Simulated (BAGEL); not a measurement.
# HF/6-31G(d) (density fitting with qzvpp-jkfit, spherical functions) run of Si2H2OF2 (SMILES F[Si]1(F)O[SiH2]1)

What is the vertical ionisation energy of Si2H2OF2 at HF/6-31G* (density fitting with qzvpp-jkfit, spherical functions)? 

The calculation is run with BAGEL 1.2.2.

## (1) The system as given

Si2H2OF2: 7 atoms, total charge 0, spin state singlet. SMILES: `F[Si]1(F)O[SiH2]1`. The shape is that of a PBE0-D4/def2-TZVP optimisation.

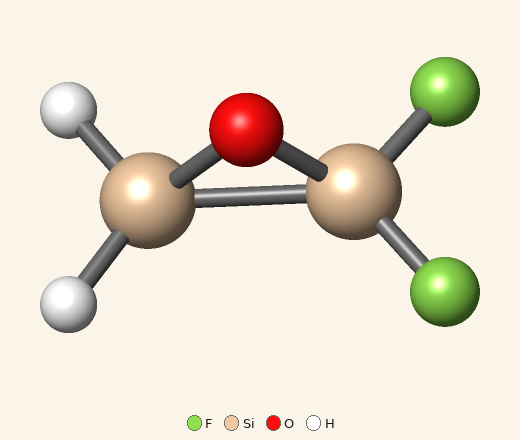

The structure, seen from a chosen angle (fluorine green, silicon light orange, oxygen red, hydrogen white).

## (2) The energy at HF/6-31G(d) (density fitting with qzvpp-jkfit, spherical functions)

Contents of input.json:

```json
{ "bagel" : [

{
  "title" : "molecule",
  "basis" : "6-31gs.json",
  "df_basis" : "qzvpp-jkfit",
  "angstrom" : true,
  "geometry" : [
    { "atom" : "F", "xyz" : [    0.424200,   -1.612100,    1.693800 ] },
    { "atom" : "Si", "xyz" : [    0.037900,   -1.026000,    0.280100 ] },
    { "atom" : "F", "xyz" : [   -0.194200,   -2.288000,   -0.639100 ] },
    { "atom" : "O", "xyz" : [    1.103500,    0.077900,   -0.322100 ] },
    { "atom" : "Si", "xyz" : [   -0.304800,    1.058600,   -0.232800 ] },
    { "atom" : "H", "xyz" : [   -0.202300,    2.188800,    0.720000 ] },
    { "atom" : "H", "xyz" : [   -0.802800,    1.532800,   -1.545500 ] }
  ]
},
{
  "title" : "hf"
},
{
  "title" : "print",
  "file" : "orbitals.molden",
  "orbitals" : true
}

]}
```

The basis set 6-31G* is read from a file made from the Basis Set Exchange's data (not shown).

The run is started by

```bash
$ BAGEL_NUM_THREADS=1 BAGEL input.json > input.out
```

Standard output:

```text
* using 1 threads per process

  ===============================================================
  ===============================================================

  *** Geometry ***

  { "atom" : "F", "xyz" : [      0.801622,     -3.046427,      3.200818 ] },
  { "atom" : "Si", "xyz" : [      0.071621,     -1.938859,      0.529312 ] },
  { "atom" : "F", "xyz" : [     -0.366985,     -4.323693,     -1.207724 ] },
  { "atom" : "O", "xyz" : [      2.085313,      0.147210,     -0.608681 ] },
  { "atom" : "Si", "xyz" : [     -0.575989,      2.000464,     -0.439928 ] },
  { "atom" : "H", "xyz" : [     -0.382292,      4.136233,      1.360603 ] },
  { "atom" : "H", "xyz" : [     -1.517072,      2.896572,     -2.920572 ] },

  Number of auxiliary basis functions:      523

  Since a DF basis is specified, we compute 2- and 3-index integrals:
    o Being stored without compression. Storage requirement is 0.028 GB

  Number of basis functions:       82
  Number of electrons      :       56

    * METHOD: MOLECULE                             0.29

  *** RHF ***

  === Nuclear Repulsion ===
   309.6765264410

      * DIIS with orbital gradients will be used.

  === RHF iteration (6-31gs.json) ===
      0       -852.49771439          0.02653403           0.07
      1       -852.69549997          0.01973145           0.06
      2       -852.87348611          0.00167100           0.06
      3       -852.87533637          0.00094304           0.06
      4       -852.87583843          0.00012258           0.06
      5       -852.87586042          0.00003292           0.06
      6       -852.87586242          0.00000997           0.06
      7       -852.87586261          0.00000321           0.06
      8       -852.87586263          0.00000130           0.06
      9       -852.87586263          0.00000042           0.06
     10       -852.87586263          0.00000013           0.06
     11       -852.87586263          0.00000007           0.06
     12       -852.87586263          0.00000001           0.06
     13       -852.87586263          0.00000000           0.06
    * SCF iteration converged.

    * Permanent dipole moment:
           (    0.859132,    -0.797934,     0.003306) a.u.

    * METHOD: HF                                   0.98

    * METHOD: PRINT                                0.01

  ===============================================================
```

It took 1.4 s on 1 thread of Intel Xeon 6975P-C (Granite Rapids), shared host; peak memory 0.14 GiB.

## (3) The doublet cation at the same level

Contents of hf.json:

```json
{ "bagel" : [

{
  "title" : "molecule",
  "basis" : "6-31gs.json",
  "df_basis" : "qzvpp-jkfit",
  "angstrom" : true,
  "geometry" : [
    { "atom" : "F", "xyz" : [       0.424200,      -1.612100,       1.693800 ] },
    { "atom" : "Si", "xyz" : [       0.037900,      -1.026000,       0.280100 ] },
    { "atom" : "F", "xyz" : [      -0.194200,      -2.288000,      -0.639100 ] },
    { "atom" : "O", "xyz" : [       1.103500,       0.077900,      -0.322100 ] },
    { "atom" : "Si", "xyz" : [      -0.304800,       1.058600,      -0.232800 ] },
    { "atom" : "H", "xyz" : [      -0.202300,       2.188800,       0.720000 ] },
    { "atom" : "H", "xyz" : [      -0.802800,       1.532800,      -1.545500 ] }
  ]
},

{
  "title" : "uhf",
  "charge" : 1,
  "nopen" : 1
},

{
  "title" : "print",
  "file" : "orbitals.molden",
  "orbitals" : true
}

]}
```

The basis set 6-31G* is read from a file made from the Basis Set Exchange's data (not shown).

The run is started by

```bash
$ BAGEL_NUM_THREADS=1 BAGEL hf.json > hf.out
```

Standard output:

```text
* using 1 threads per process

  ===============================================================
  ===============================================================

  *** Geometry ***

  { "atom" : "F", "xyz" : [      0.801622,     -3.046427,      3.200818 ] },
  { "atom" : "Si", "xyz" : [      0.071621,     -1.938859,      0.529312 ] },
  { "atom" : "F", "xyz" : [     -0.366985,     -4.323693,     -1.207724 ] },
  { "atom" : "O", "xyz" : [      2.085313,      0.147210,     -0.608681 ] },
  { "atom" : "Si", "xyz" : [     -0.575989,      2.000464,     -0.439928 ] },
  { "atom" : "H", "xyz" : [     -0.382292,      4.136233,      1.360603 ] },
  { "atom" : "H", "xyz" : [     -1.517072,      2.896572,     -2.920572 ] },

  Number of auxiliary basis functions:      523

  Since a DF basis is specified, we compute 2- and 3-index integrals:
    o Being stored without compression. Storage requirement is 0.028 GB

  Number of basis functions:       82
  Number of electrons      :       56

    * METHOD: MOLECULE                             0.21

  *** Open-shell HF ***

  === Nuclear Repulsion ===
   309.6765264410

      * DIIS with orbital gradients will be used.

  === UHF iteration (6-31gs.json) ===
      0       -852.13131110          0.05389790           0.13
      1       -852.33147490          0.04187416           0.13
      2       -852.42607516          0.03019213           0.13
      3       -852.53254464          0.00191500           0.12
      4       -852.53366762          0.00100538           0.12
      5       -852.53430752          0.00058057           0.13
      6       -852.53468223          0.00043810           0.13
      7       -852.53510778          0.00023918           0.12
      8       -852.53521714          0.00005659           0.12
      9       -852.53521966          0.00002637           0.13
     10       -852.53522024          0.00001311           0.13
     11       -852.53522044          0.00000735           0.13
     12       -852.53522053          0.00000366           0.12
     13       -852.53522055          0.00000210           0.12
     14       -852.53522056          0.00000103           0.13
     15       -852.53522056          0.00000049           0.13
     16       -852.53522056          0.00000027           0.12
     17       -852.53522056          0.00000014           0.12
     18       -852.53522056          0.00000010           0.13
     19       -852.53522056          0.00000004           0.13
     20       -852.53522056          0.00000002           0.13
     21       -852.53522056          0.00000001           0.13
     22       -852.53522056          0.00000001           0.12
    * SCF iteration converged.

    * S^2 (UHF) is 0.7690

    * Permanent dipole moment:
           (    1.314555,    -2.098035,     0.259219) a.u.

    * METHOD: UHF                                  3.03

    * METHOD: PRINT                                0.01

  ===============================================================
```

Run time: 3.6 s. Hardware: 1 thread of Intel Xeon 6975P-C (Granite Rapids), shared host; peak memory 0.14 GiB.

## (4) Summary of results

Level: HF/6-31G* (density fitting with qzvpp-jkfit, spherical functions).

| quantity | value |
| --- | --- |
| singlet Si2H2OF2: total energy | -852.87586 Eh |
| singlet Si2H2OF2: dipole moment | 2.98 D |
| singlet Si2H2OF2: HOMO energy | -10.43 eV |
| singlet Si2H2OF2: LUMO energy | 2.03 eV |
| singlet Si2H2OF2: HOMO–LUMO gap | 12.46 eV |
| doublet cation: total energy | -852.53522 Eh |
| doublet cation: ⟨S²⟩ | 0.769 |
| vertical ionisation energy (to the doublet cation) | 9.269 eV |

**Reading.** The vertical ionisation energy comes to 9.27 eV (214 kcal/mol). −ε(HOMO) before ionisation, 10.43 eV, is 1.17 eV above this ionisation energy.
